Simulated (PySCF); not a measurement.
System: C₆H₁₀BNO.

```xyz
19

N    -1.8169    1.6729   -0.1166
B    -1.0344    0.3279   -0.6146
C    -1.8125   -1.0369   -0.2039
C    -0.5330   -1.5044    0.5129
C     0.1102   -0.0981    0.5115
C     1.4805   -0.0106    0.1554
C     2.6316    0.0708   -0.2165
C     3.9789    0.1885   -0.6129
O     4.6993    1.1448   -0.4279
H    -2.5808    1.8804   -0.7531
H    -1.1613    2.4495   -0.1017
H    -2.1851    1.5149    0.8178
H    -0.6834    0.5014   -1.7290
H    -2.1553   -1.7199   -0.9788
H    -2.6356   -0.9156    0.5043
H     0.0420   -2.1933   -0.1028
H    -0.6674   -1.9474    1.5008
H    -0.0407    0.4010    1.4743
H     4.3540   -0.7166   -1.1393
```

Geometry: GFN2-xTB.

Computed with PBE0/pcSseg-1, SCF density, gas phase, non-relativistic (PySCF 2.14.0).

**What can the converged electron density and electron localisation function tell about the bonding?**

C–O (1.21 Å): ρ at the midpoint is about 3.3 e/Å³; the ELF peaks at about 0.85 between the atoms: a short, multiple covalent bond.
C–C (1.21 Å): ρ is about 2.7 e/Å³ halfway; the ELF peaks at about 0.85 between the atoms: a multiple bond.

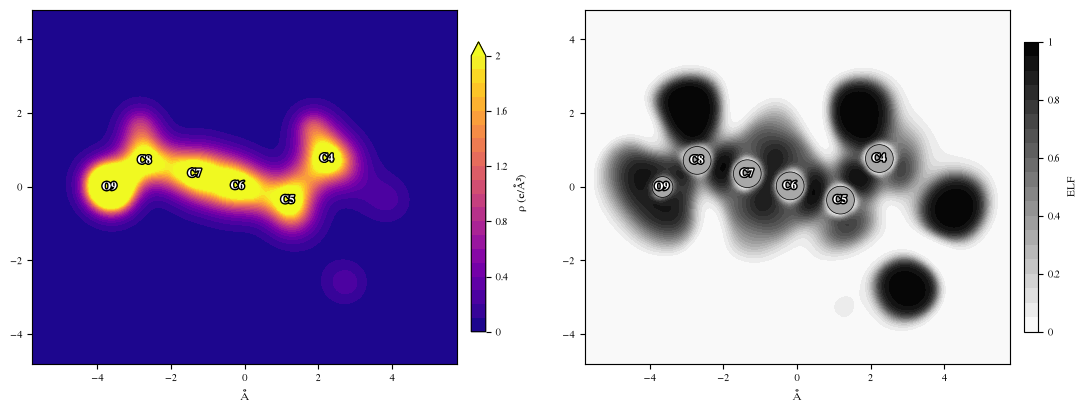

Computed electron density and electron localisation function on the plane of atoms C4, C5 and C6, in this order. Grey discs cover the atomic cores in the ELF map. 
